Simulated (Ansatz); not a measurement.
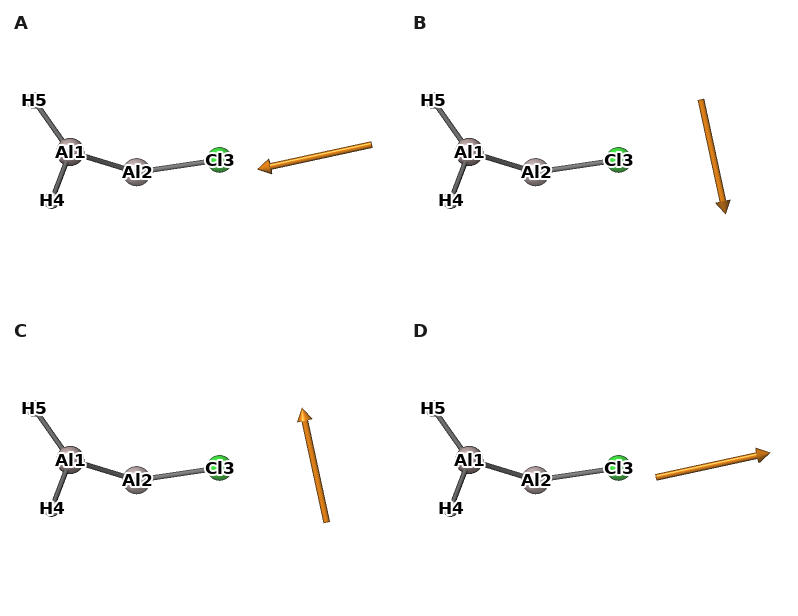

The same molecule four times, each with an arrow. The species is neutral and a spin doublet. The computed structure is the end point of a PBE0-D4/def2-TZVP optimisation. No frequency run is at hand to confirm it as a minimum. Level of theory: UKS PBE0-D4/def2-TZVP (Ansatz 0.2.0).

### Which arrow points along the dipole moment, from the negative to the positive end?

A. The dipole moment is 0.65 D; it points from the side of Cl3 to the side of H4, H5 (the outermost atoms at the two ends).
